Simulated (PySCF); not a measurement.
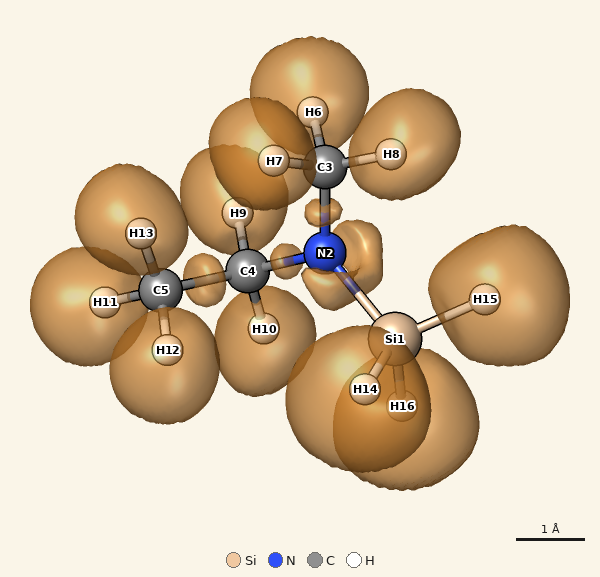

*C3H11NSi (Si(NMeEt)H3). Isosurface of the ELF at 0.85 (orange), seen at a tilt. Core shells and regions of very low density are left out.*

Geometry: PBE0-D3(BJ)/def2-SVP.

Theory: PySCF, PBE0/pcSseg-1, SCF density, gas phase, non-relativistic.

```yaml
atoms:
  - { symbol: Si, position_ang: [-0.0693, 0.5205, -1.8944] }
  - { symbol: N, position_ang: [-0.2250, 0.5421, -0.1661] }
  - { symbol: C, position_ang: [0.5694, 1.4394, 0.6358] }
  - { symbol: C, position_ang: [-0.8327, -0.5634, 0.5464] }
  - { symbol: C, position_ang: [0.1308, -1.6595, 0.9857] }
  - { symbol: H, position_ang: [-0.0046, 1.7801, 1.5174] }
  - { symbol: H, position_ang: [1.5138, 0.9967, 1.0102] }
  - { symbol: H, position_ang: [0.8392, 2.3357, 0.0554] }
  - { symbol: H, position_ang: [-1.3597, -0.1597, 1.4329] }
  - { symbol: H, position_ang: [-1.6158, -1.0024, -0.0950] }
  - { symbol: H, position_ang: [-0.4015, -2.4553, 1.5296] }
  - { symbol: H, position_ang: [0.6305, -2.1167, 0.1169] }
  - { symbol: H, position_ang: [0.9133, -1.2681, 1.6541] }
  - { symbol: H, position_ang: [1.1283, -0.2087, -2.4398] }
  - { symbol: H, position_ang: [0.0331, 1.9341, -2.3714] }
  - { symbol: H, position_ang: [-1.2843, -0.1487, -2.4514] }
```

### Where are the electrons localised?

At this value the surface marks out one region between bonded C–C atoms (shared pairs), two regions between bonded C–N atoms (shared pairs), one region between bonded N–Si atoms (shared pairs) and eleven regions around hydrogen nuclei. Along the contacts the grid gives the following. C–N (1.44 Å): the ELF peaks at about 0.90 between the atoms (a covalent bond). C–C (1.52 Å): the ELF peaks at about 0.95 between the atoms; a shared electron pair.
